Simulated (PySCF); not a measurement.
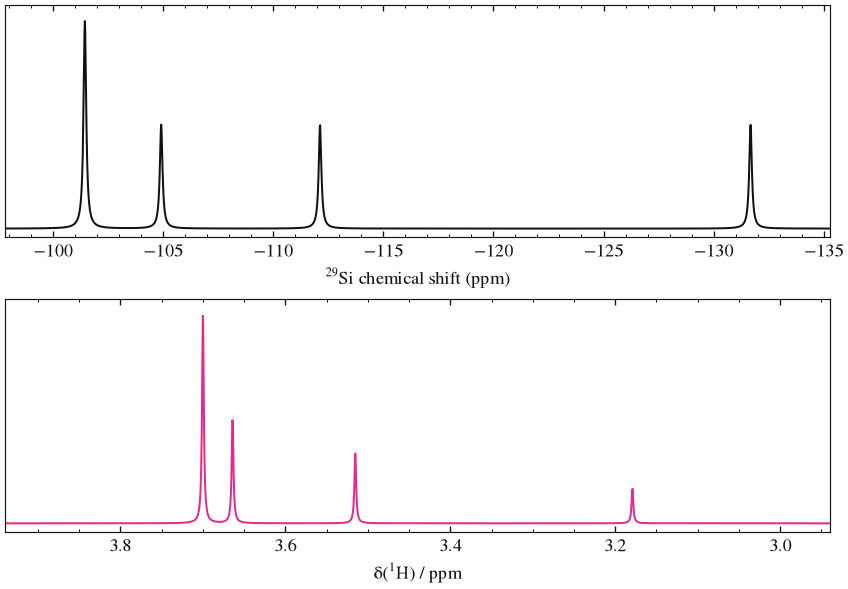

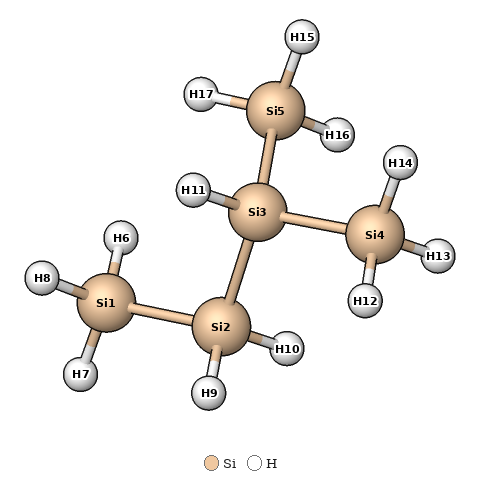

Spectrum and numbered structure of Si₅H₁₂, SMILES [SiH3][SiH2][SiH]([SiH3])[SiH3]. GIAO shifts, PBE0/pcSseg-1, PySCF 2.14.0, at a PBE0-D3(BJ)/def2-SVP geometry (no frequency check), against TMS for ²⁹Si and TMS for ¹H computed at the same level. Gas phase, fully decoupled, line heights follow the number of nuclei, widths are arbitrary (no quadrupolar broadening); values of one conformer, averaged over nuclei that symmetry or rotation about single bonds exchange, these motions taken as fast; other conformers aren't averaged in.

Q: Which ²⁹Si nuclei are the least shielded, and which the most?

A: Least shielded: Si4 and Si5 at −101.4 ppm. Most shielded: Si3 at −131.7 ppm.

Q: Assign the ¹H signals to the numbered atoms.

A:
```tsv
δ (ppm)	nuclei	atoms
3.70	6	H12, H13, H14, H15, H16, H17
3.66	3	H6, H7, H8
3.52	2	H9, H10
3.18	1	H11
```

The order of signals that lie close, as those under 0.08 ppm apart, is within the error of the method.
